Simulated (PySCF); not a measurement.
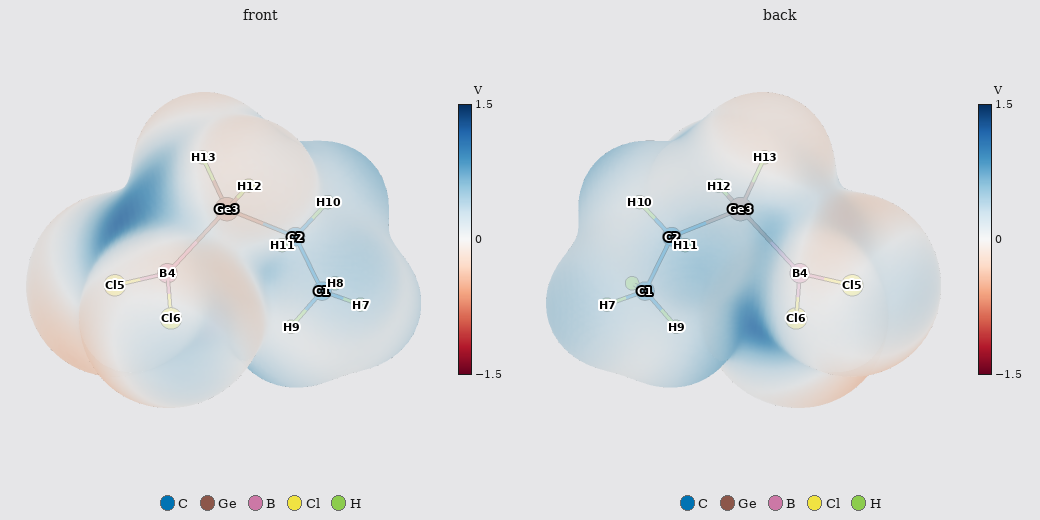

*C2H7BCl2Ge (SMILES C[CH2][GeH2][B](Cl)Cl). The molecular electrostatic potential painted on the density surface at 0.001 e/bohr³, seen from the front and from behind; the colour scale runs from red (negative) to blue (positive).*

Geometry: GFN2-xTB.

Computed with CAM-B3LYP/def2-SVPD, SCF density, gas phase in PySCF 2.14.0.

```tsv
atom	x (Å)	y (Å)	z (Å)
C	-1.5033	0.4948	-0.6533
C	-0.9493	-0.7715	-0.0135
Ge	0.7364	-0.4296	0.9921
B	2.1159	0.5165	-0.1572
Cl	3.1975	-0.3759	-1.1328
Cl	2.1705	2.2222	-0.2304
H	-2.4388	0.2917	-1.1719
H	-1.6915	1.2536	0.1043
H	-0.7964	0.9049	-1.3737
H	-1.6881	-1.1976	0.6654
H	-0.7513	-1.5209	-0.7816
H	0.3745	0.3627	2.2155
H	1.2194	-1.7505	1.5194
```

Question: Describe the electrostatic potential map.

Answer: The most negative region (about −0.3 V) lies over Cl5 and Cl6, the most positive (about +1.0 V) over B4.

Question: What dipole moment does the calculation give?

Answer: Its dipole moment is 0.83 D.
